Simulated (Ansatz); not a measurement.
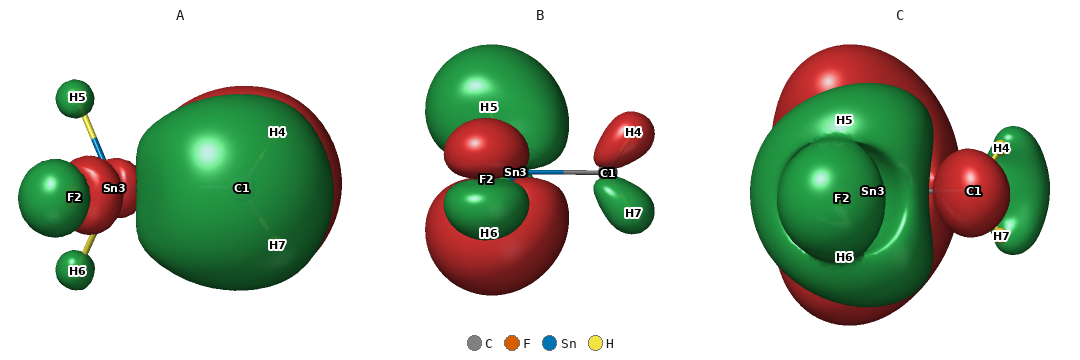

*CH4FSn (SMILES [CH2][SnH2][F]) (doublet). Three frontier orbitals at ±0.05 Å⁻³ᐟ² (green and red are the two phases), in no order.*

Geometry: PBE0-D3(BJ)/def2-SVP; core potentials replace the inner electrons of Sn.

Theory: isolated molecule in a Gaussian basis; Kohn-Sham density functional theory, functional PBE0 (Ansatz 0.2.0).

The calculation's input:

```
crystal:
  periodic: [false, false, false]
  atoms:
    - symbol: C
      position_ang: [0.062645, -0.696066, 0.894181]
    - symbol: F
      position_ang: [-1.081275, 2.234749, 0.057382]
    - symbol: Sn
      position_ang: [-0.665382, 0.484696, -0.694459]
    - symbol: H
      position_ang: [1.124378, -0.718258, 1.161153]
    - symbol: H
      position_ang: [0.525005, 0.801056, -1.879396]
    - symbol: H
      position_ang: [-2.157143, -0.081966, -1.306615]
    - symbol: H
      position_ang: [-0.604697, -1.284783, 1.532295]
basis:
  gaussian: {orbitals: def2-TZVPD}
magnetization: {spin_polarized: true, initial_magnetization: 1}
hamiltonian: {xc: {name: PBE0}}
output: {forces: true, orbitals: {seedname: orbitals}}
```

Run with:

```sh
ansatz run input.yaml --threads 1 --pin off --max-ram 2610MiB --events-out events.jsonl --progress --plain --runs-dir runs
```

### Which picture is the HOMO−1, the HOMO and the LUMO? All are α orbitals.

B is the HOMO−1 (α) (−9.25 eV). It lies mainly on Sn3 (about 30 %), H5 (about 25 %), H6 (about 25 %) and F2 (about 20 %). A is the HOMO (α) (−7.59 eV). By Hirshfeld shares it lies mainly on C1 (about 75 %) and Sn3 (about 10 %). C is the LUMO (α) (−0.41 eV). It lies mainly on Sn3 (about 60 %), F2 (about 15 %), H6 (about 10 %), H5 (about 10 %) and C1 (about 5 %).

### What is the gap between the highest occupied and lowest empty α orbitals?

7.18 eV between the orbital energies.
